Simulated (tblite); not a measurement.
**Run report: C6H9Si2, geometry relaxation**

The run: geometry relaxation of C6H9Si2, multiplicity 2. Method and program: GFN2-xTB geometry optimisation, gas phase (tblite 0.8.0).

It belongs to a series of runs on one base structure; here: H removed from sp3 C.

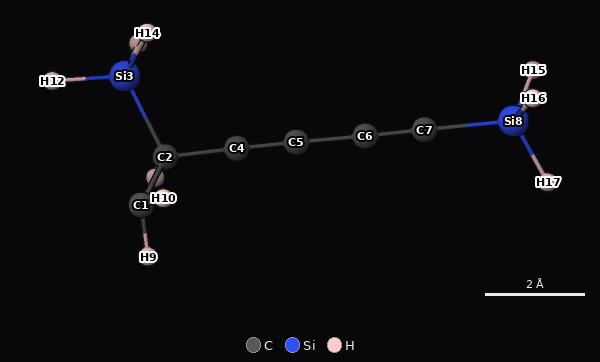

**Figure 1.** The structure as given in the input (ball-and-stick view, seen at a tilt; atoms are numbered from 1 in the order of the input). Bond lengths as drawn: C–C 1.21 to 1.52 Å, C–H 1.09 to 1.12 Å, C–Si 1.83 to 1.84 Å and H–Si 1.45 to 1.49 Å.

**Results in brief**

- outcome: converged
- total energy: −563.8630 eV
- hardware: 1 CPU thread, shared host
- wall time: 1.4 s
- peak memory: 0.18 GiB

**The input**
```
{"job": {"kind": "relax", "xc": "GFN2-xTB", "basis": "xTB"}, "charge": 0, "multiplicity": 2}
C     -2.477300    -1.936100    -0.286700
C     -2.177100    -0.469100    -0.562300
Si    -3.208000     0.696100     0.423700
C     -0.752500    -0.218300    -0.285200
C      0.436300    -0.031900    -0.054300
C      1.814000     0.196600     0.160500
C      2.993400     0.409200     0.353300
Si     4.769400     0.732600     0.623300
H     -2.222400    -2.571300    -1.156000
H     -2.000400    -2.334300     0.610700
H     -2.375600    -0.247200    -1.640000
H     -4.649800     0.360900     0.389500
H     -3.088600     2.023400    -0.240900
H     -2.818800     0.858200     1.810400
H      4.976500     2.171700     0.458100
H      5.167600     0.364800     2.012400
H      5.606300     0.006800    -0.339900
```

The first line tells a small driver script what to run in tblite; the rest is the geometry in Å.

Run as:
```bash
OMP_NUM_THREADS=1 python <driver script> task.json out
```

**Log**
```
step      E/eV     max force
  0    -562.31771    2.375
  1    -562.52527    2.073
  2    -562.56933    3.393
  3    -562.65213    0.642
  4    -562.68775    0.721
  5    -562.72701    0.892
  6    -562.72997    1.584
  7    -562.74642    0.227
  8    -562.75193    0.243
  9    -562.76094    0.380
 10    -562.76694    0.320
 11    -562.77437    0.260
 12    -562.78083    0.244
 13    -562.78656    0.276
 14    -562.79117    0.226
 15    -562.79633    0.184
 16    -562.80345    0.315
 17    -562.81273    0.382
 18    -562.82138    0.341
 19    -562.82790    0.185
 20    -562.83452    0.274
 21    -562.84299    0.420
 22    -562.85269    0.395
 23    -562.86186    0.296
 24    -562.86839    0.455
 25    -562.87328    0.595
 26    -562.88435    0.398
 27    -562.89412    0.162
 28    -562.90625    0.247
 29    -562.91223    0.273
 30    -562.91816    0.193
 31    -562.92630    0.198
 32    -562.93151    0.147
 33    -562.93572    0.184
 34    -562.93928    0.146
 35    -562.94314    0.211
 36    -562.94690    0.196
 37    -562.95096    0.129
 38    -562.95475    0.147
 39    -562.95859    0.149
 40    -562.96161    0.158
 41    -562.96459    0.147
 42    -562.96756    0.223
 43    -562.97334    0.270
 44    -562.98134    0.318
 45    -562.97600    0.673
 46    -562.99412    0.447
 47    -563.00616    0.326
 48    -563.02753    0.388
 49    -563.00509    1.326
 50    -563.07355    0.432
 51    -563.10171    0.412
 52    -563.16721    0.715
 53    -563.18928    0.692
 54    -563.24635    0.741
 55    -563.17697    2.160
 56    -563.31815    0.824
 57    -563.35279    0.618
 58    -563.39533    0.832
 59    -563.42749    0.538
 60    -563.47387    0.538
 61    -563.52208    0.833
 62    -563.59595    1.139
 63    -563.64727    1.226
 64    -563.69007    0.833
 65    -563.70756    0.363
 66    -563.71702    0.224
 67    -563.72548    0.347
 68    -563.73228    0.353
 69    -563.73915    0.185
 70    -563.74641    0.182
 71    -563.75321    0.229
 72    -563.75888    0.246
 73    -563.76381    0.197
 74    -563.76808    0.164
 75    -563.77125    0.139
 76    -563.77338    0.159
 77    -563.77507    0.147
 78    -563.77686    0.110
 79    -563.77872    0.095
 80    -563.78020    0.108
 81    -563.78110    0.080
 82    -563.78161    0.054
 83    -563.78199    0.051
 84    -563.78237    0.049
 85    -563.78274    0.048
 86    -563.78321    0.052
 87    -563.78391    0.080
 88    -563.78495    0.108
 89    -563.78615    0.105
 90    -563.78704    0.068
 91    -563.78754    0.065
 92    -563.78791    0.065
 93    -563.78843    0.075
 94    -563.78928    0.107
 95    -563.79036    0.121
 96    -563.79127    0.090
 97    -563.79181    0.088
 98    -563.79222    0.079
 99    -563.79280    0.076
100    -563.79363    0.101
101    -563.79437    0.072
102    -563.79475    0.055
103    -563.79497    0.048
104    -563.79524    0.060
105    -563.79569    0.088
106    -563.79621    0.084
107    -563.79651    0.055
108    -563.79659    0.095
109    -563.79667    0.024
110    -563.79672    0.025
111    -563.79685    0.051
112    -563.79697    0.053
113    -563.79708    0.032
114    -563.79717    0.033
115    -563.79726    0.033
116    -563.79735    0.040
117    -563.79744    0.027
118    -563.79749    0.017
119    -563.79754    0.021
120    -563.79763    0.041
121    -563.79778    0.055
122    -563.79797    0.058
123    -563.79814    0.030
124    -563.79822    0.022
125    -563.79828    0.025
126    -563.79836    0.036
127    -563.79851    0.052
128    -563.79873    0.048
129    -563.79894    0.033
130    -563.79908    0.031
131    -563.79918    0.033
132    -563.79932    0.034
133    -563.79960    0.052
134    -563.80016    0.091
135    -563.80114    0.159
136    -563.80229    0.200
137    -563.80328    0.139
138    -563.80300    0.191
139    -563.80470    0.079
140    -563.80507    0.075
141    -563.80600    0.073
142    -563.80673    0.071
143    -563.80829    0.124
144    -563.81042    0.157
145    -563.81233    0.184
146    -563.81478    0.168
147    -563.81766    0.127
148    -563.82033    0.109
149    -563.82238    0.096
150    -563.82455    0.161
151    -563.82735    0.119
152    -563.83135    0.139
153    -563.83857    0.210
154    -563.84273    0.280
155    -563.84442    0.273
156    -563.84944    0.191
157    -563.85084    0.229
158    -563.85262    0.133
159    -563.85360    0.064
160    -563.85420    0.044
161    -563.85449    0.055
162    -563.85465    0.029
163    -563.85480    0.026
164    -563.85494    0.021
165    -563.85504    0.025
166    -563.85516    0.026
167    -563.85524    0.033
168    -563.85533    0.024
169    -563.85543    0.024
170    -563.85559    0.027
171    -563.85582    0.036
172    -563.85610    0.048
173    -563.85639    0.061
174    -563.85666    0.032
175    -563.85689    0.029
176    -563.85707    0.031
177    -563.85720    0.031
178    -563.85733    0.026
179    -563.85751    0.032
180    -563.85773    0.037
181    -563.85798    0.037
182    -563.85822    0.047
183    -563.85840    0.042
184    -563.85862    0.037
185    -563.85885    0.034
186    -563.85910    0.032
187    -563.85928    0.035
188    -563.85944    0.028
189    -563.85961    0.028
190    -563.85987    0.048
191    -563.86022    0.055
192    -563.86064    0.073
193    -563.86098    0.057
194    -563.86125    0.060
195    -563.86146    0.040
196    -563.86168    0.042
197    -563.86189    0.038
198    -563.86204    0.026
199    -563.86216    0.024
200    -563.86223    0.025
201    -563.86228    0.026
202    -563.86233    0.018
203    -563.86237    0.017
204    -563.86241    0.018
205    -563.86246    0.031
206    -563.86255    0.038
207    -563.86266    0.033
208    -563.86278    0.026
209    -563.86286    0.023
210    -563.86291    0.015
211    -563.86294    0.012
212    -563.86296    0.010
```

**Trajectory as extended XYZ (Å, eV, eV/Å), 6 of the 213 frames kept, from step=0 to step=212**
```
17
Properties=species:S:1:pos:R:3:forces:R:3 step=0 energy=-562.31771
C    -2.4773   -1.9361   -0.2867    1.8690   0.4440  -0.7880
C    -2.1771   -0.4691   -0.5623    1.2230  -1.5660  -0.9530
Si   -3.2080    0.6961    0.4237   -1.5380   1.6930   0.6380
C    -0.7525   -0.2183   -0.2852    0.6930   0.0950   0.0470
C     0.4363   -0.0319   -0.0543    0.5900   0.0630   0.0270
C     1.8140    0.1966    0.1605   -2.1910  -0.3510  -0.2950
C     2.9934    0.4092    0.3533   -0.4940  -0.1780  -0.0870
Si    4.7694    0.7326    0.6233    0.6510   0.0810   0.4480
H    -2.2224   -2.5713   -1.1560   -0.7360   0.2120   0.5120
H    -2.0004   -2.3343    0.6107   -0.5400   0.2120  -0.0120
H    -2.3756   -0.2472   -1.6400    0.2220  -0.2170   0.5660
H    -4.6498    0.3609    0.3895    0.3320  -0.1400  -0.0730
H    -3.0886    2.0234   -0.2409    0.0590  -0.2730   0.1560
H    -2.8188    0.8582    1.8104    0.1940  -0.1350   0.2140
H     4.9765    2.1717    0.4581   -0.0140   0.0880  -0.0380
H     5.1676    0.3648    2.0124   -0.1960   0.0160  -0.3710
H     5.6063    0.0068   -0.3399   -0.1220  -0.0450   0.0090
17
Properties=species:S:1:pos:R:3:forces:R:3 step=42 energy=-562.96756
C    -2.4698   -1.7051   -0.1211   -0.0020   0.0320  -0.0090
C    -1.9451   -0.5051   -0.7589   -0.0490  -0.0770  -0.0150
Si   -3.1796    0.5220    0.3689    0.0540  -0.1000   0.0660
C    -0.6133   -0.1467   -0.4630    0.0200  -0.0050  -0.0920
C     0.5296    0.1146   -0.1445   -0.1560  -0.0380  -0.0260
C     1.8220    0.3544    0.1487   -0.0950  -0.0140  -0.0210
C     2.9918    0.5308    0.4229    0.0680   0.0260  -0.0050
Si    4.7877    0.7738    0.6777    0.0910   0.0140  -0.0090
H    -3.2348   -2.2645   -0.6330    0.0670   0.0050   0.0610
H    -1.8506   -2.2387    0.5858   -0.1750   0.1290  -0.0500
H    -2.2201   -0.3701   -1.8025    0.0560   0.0410   0.0330
H    -4.5512    0.1235    0.0725   -0.0070  -0.0210  -0.0230
H    -3.0614    1.9480   -0.0066    0.0230  -0.0230  -0.0050
H    -2.7115    0.3779    1.7388   -0.0240   0.0000   0.0390
H     5.0786    2.1956    0.4898    0.0430   0.0540   0.0130
H     5.1371    0.3349    2.0284    0.0230  -0.0060   0.0560
H     5.4835   -0.0331   -0.3274    0.0630  -0.0160  -0.0130
17
Properties=species:S:1:pos:R:3:forces:R:3 step=85 energy=-563.78274
C    -2.6131   -1.2087   -0.1160   -0.0290  -0.0190  -0.0320
C    -1.6294   -0.7663   -1.1257    0.0340   0.0190  -0.0080
Si   -3.5089    0.3020    0.6990    0.0030  -0.0410   0.0180
C    -0.3893   -0.3750   -0.7960   -0.0030  -0.0020   0.0410
C     0.7378   -0.0417   -0.4085    0.0170  -0.0070  -0.0150
C     1.9790    0.2812   -0.0517   -0.0030  -0.0090  -0.0310
C     3.1215    0.5768    0.2781    0.0320  -0.0090   0.0040
Si    4.8828    0.8492    0.7085    0.0040  -0.0080  -0.0090
H    -3.3496   -1.8628   -0.5805   -0.0320  -0.0080   0.0050
H    -2.1154   -1.7690    0.6760    0.0200   0.0200   0.0130
H    -1.9395   -0.7022   -2.1594   -0.0290   0.0150   0.0160
H    -4.9362    0.2238    0.3850   -0.0080  -0.0040  -0.0110
H    -2.9456    1.5419    0.1755    0.0090   0.0400  -0.0250
H    -3.3030    0.2327    2.1447   -0.0180  -0.0030   0.0140
H     5.2172    2.2716    0.5797   -0.0230   0.0040  -0.0080
H     5.0918    0.4053    2.0901    0.0060  -0.0030   0.0060
H     5.6929    0.0533   -0.2222    0.0200   0.0160   0.0210
17
Properties=species:S:1:pos:R:3:forces:R:3 step=127 energy=-563.79851
C    -2.5995   -1.1757   -0.0787    0.0070  -0.0010   0.0140
C    -1.6379   -0.7006   -1.0951   -0.0130  -0.0160   0.0020
Si   -3.5799    0.3000    0.7006   -0.0020   0.0100  -0.0030
C    -0.3607   -0.4151   -0.8014    0.0340   0.0250   0.0100
C     0.8097   -0.1740   -0.4764   -0.0510   0.0000  -0.0100
C     2.0593    0.1299   -0.1328    0.0100   0.0050  -0.0010
C     3.2042    0.4142    0.1996    0.0110   0.0020   0.0060
Si    4.9123    0.8543    0.7017    0.0050  -0.0110  -0.0280
H    -3.3103   -1.8688   -0.5291    0.0060  -0.0050  -0.0040
H    -2.0715   -1.6974    0.7202   -0.0040   0.0050  -0.0060
H    -2.0044   -0.5175   -2.0958    0.0110  -0.0010   0.0050
H    -4.9775    0.2029    0.2738    0.0040   0.0020  -0.0060
H    -3.0094    1.5657    0.2424    0.0040  -0.0080   0.0060
H    -3.4879    0.2013    2.1567   -0.0120  -0.0050  -0.0020
H     5.0952    2.3040    0.5564   -0.0030  -0.0210  -0.0030
H     5.0992    0.4558    2.1003   -0.0010  -0.0010   0.0060
H     5.8522    0.1331   -0.1658   -0.0050   0.0190   0.0130
17
Properties=species:S:1:pos:R:3:forces:R:3 step=170 energy=-563.85559
C    -2.5191   -1.1606    0.1131   -0.0080  -0.0090  -0.0170
C    -1.6299   -0.6732   -0.9594    0.0090   0.0210  -0.0150
Si   -3.7390    0.2339    0.6359    0.0140  -0.0100   0.0160
C    -0.3615   -0.2979   -0.7346   -0.0100  -0.0060  -0.0060
C     0.8116    0.0014   -0.4763    0.0110  -0.0080   0.0110
C     2.0814    0.2824   -0.1892   -0.0170   0.0060   0.0050
C     3.2450    0.5346    0.1020   -0.0080  -0.0090   0.0020
Si    4.9901    0.8185    0.5879   -0.0040   0.0070  -0.0010
H    -3.1034   -2.0117   -0.2411   -0.0050  -0.0030   0.0160
H    -1.9336   -1.4773    0.9761   -0.0200  -0.0010   0.0160
H    -2.0449   -0.5825   -1.9539    0.0250   0.0060  -0.0040
H    -4.5785    0.5566   -0.5186    0.0010   0.0100  -0.0110
H    -2.9661    1.4010    1.0533    0.0040  -0.0030   0.0030
H    -4.5678   -0.2718    1.7311    0.0020   0.0000  -0.0030
H     5.3063    2.2463    0.4721   -0.0150   0.0040  -0.0070
H     5.1443    0.3747    1.9771    0.0100   0.0020   0.0070
H     5.8582    0.0377   -0.2989    0.0110  -0.0060  -0.0110
17
Properties=species:S:1:pos:R:3:forces:R:3 step=212 energy=-563.86296
C    -2.5896   -1.1929    0.0717    0.0000   0.0000  -0.0020
C    -1.6204   -0.7120   -0.9314    0.0010   0.0020  -0.0040
Si   -3.7171    0.2651    0.6273    0.0010   0.0030   0.0070
C    -0.3557   -0.3744   -0.6374   -0.0010  -0.0020   0.0030
C     0.8158   -0.0956   -0.3512   -0.0030   0.0000   0.0000
C     2.0828    0.2031   -0.0711    0.0050   0.0030  -0.0030
C     3.2498    0.4759    0.1853    0.0020  -0.0020   0.0000
Si    5.0040    0.8678    0.5486   -0.0010   0.0010   0.0020
H    -3.2189   -1.9756   -0.3536   -0.0060  -0.0070  -0.0040
H    -2.0758   -1.5984    0.9432    0.0080   0.0010   0.0010
H    -1.9705   -0.5807   -1.9464   -0.0040  -0.0030  -0.0010
H    -4.4125    0.7798   -0.5534    0.0000   0.0010  -0.0010
H    -2.8745    1.2997    1.2215    0.0020   0.0010   0.0020
H    -4.6848   -0.2517    1.5964    0.0010   0.0020  -0.0020
H     5.2182    2.3085    0.3707   -0.0040   0.0010  -0.0020
H     5.2861    0.4796    1.9341   -0.0010  -0.0020   0.0050
H     5.8563    0.1141   -0.3778   -0.0010   0.0010   0.0000
```

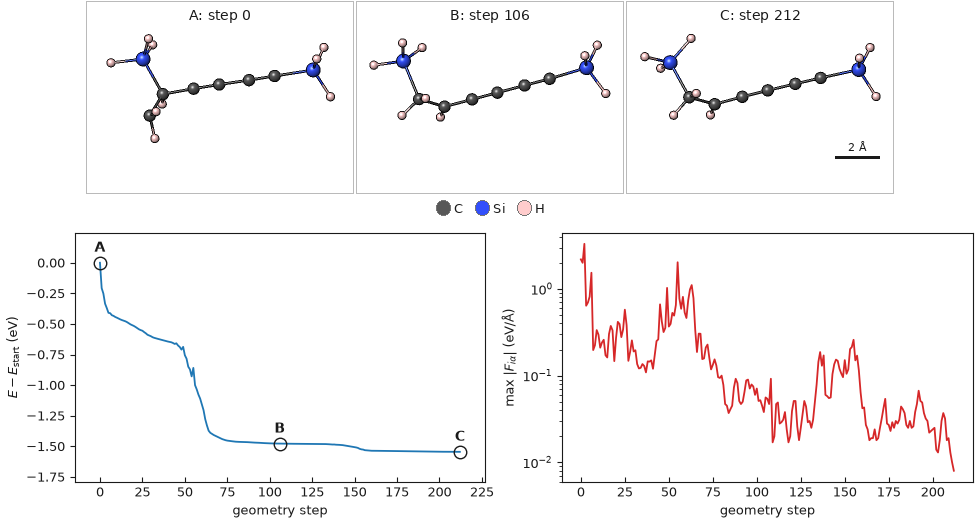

**Figure 2.** Frames of the relaxation (ball-and-stick view, seen at a tilt) above the curves, on which the letters mark them (steps are counted from 0).

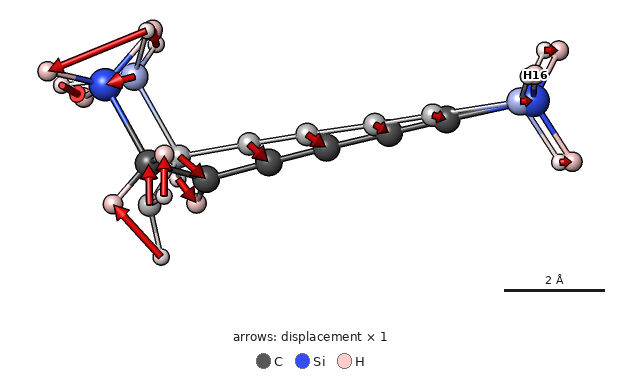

**Figure 3.** Start (faint) and end (solid) with the displacements as red arrows, at true length (ball-and-stick view, seen at a tilt). The two geometries are laid on each other by the best rigid fit. The energy falls by 1.545 eV in 212 geometry steps. The largest force component goes from 2.2 to 0.008 eV/Å. The largest move after the best rigid fit is that of H14, 2.16 Å. By element the largest moves are H 2.16 Å, C 0.86 Å, Si 0.66 Å. Among the contacts that change: C2–Si3 1.842 → 2.789 Å, C1–Si3 2.823 → 1.925 Å, C2–C4 1.473 → 1.342 Å, C5–C6 1.413 → 1.332 Å. New bonds form: C1–Si3 (2.82 → 1.93 Å). Bonds break: C2–Si3 (1.84 → 2.79 Å). Among the angles that change: C1–C2–C4 108.7° → 123.5°, C4–C2–H11 108.6° → 118.7°, C1–C2–H11 109.3° → 117.7°. (Atoms are counted from 1 in the order of the input.)
